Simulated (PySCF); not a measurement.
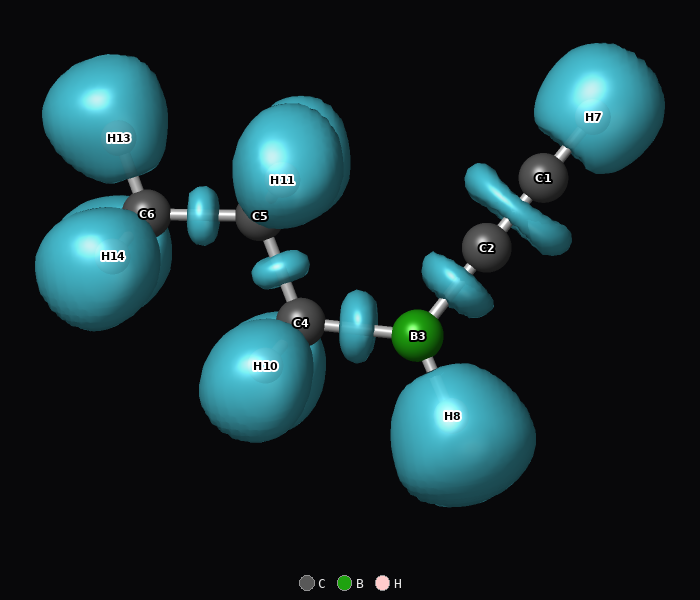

*C5H9B (SMILES C#CBCCC). Isosurface of the ELF at 0.85 (cyan), seen at a tilt. Core shells and regions of very low density are left out.*

Geometry: GFN2-xTB.

All numbers below come from PBE0/def2-SVPD, SCF density, gas phase in PySCF.

Input file:

```
{"job": {"kind": "uv", "xc": "PBE0", "basis": "def2-SVPD", "nstates": 6, "ntriplets": 2}, "charge": 0, "multiplicity": 1}
C      3.212833    -0.113687     0.557316
C      2.336763    -0.392174    -0.223837
B      1.262188    -0.738969    -1.214236
C     -0.264102    -0.517980    -0.889380
C     -0.622792    -0.093373     0.535891
C     -2.124381     0.111804     0.704542
H      3.976474     0.129708     1.239301
H      1.572810    -1.167699    -2.261506
H     -0.640310     0.241833    -1.584871
H     -0.825648    -1.424053    -1.140203
H     -0.280053    -0.857098     1.237402
H     -0.100168     0.833690     0.781023
H     -2.364710     0.389255     1.728739
H     -2.665794    -0.801496     0.462981
H     -2.477525     0.902572     0.044927
```

Launched as:

```sh
OMP_NUM_THREADS=1 python probes_run.py task.json out
```

Question: What do the ELF domains correspond to?

Answer: At this value the surface marks out two regions between bonded B–C atoms (shared pairs), three regions between bonded C–C atoms (shared pairs) and nine regions around hydrogen nuclei.

Values along the shortest contacts:
C–C (1.21 Å): the ELF peaks at about 0.85 between the atoms; a multiple bond. C–B (1.50 Å): the ELF peaks at about 0.95 between the atoms; a covalent bond.
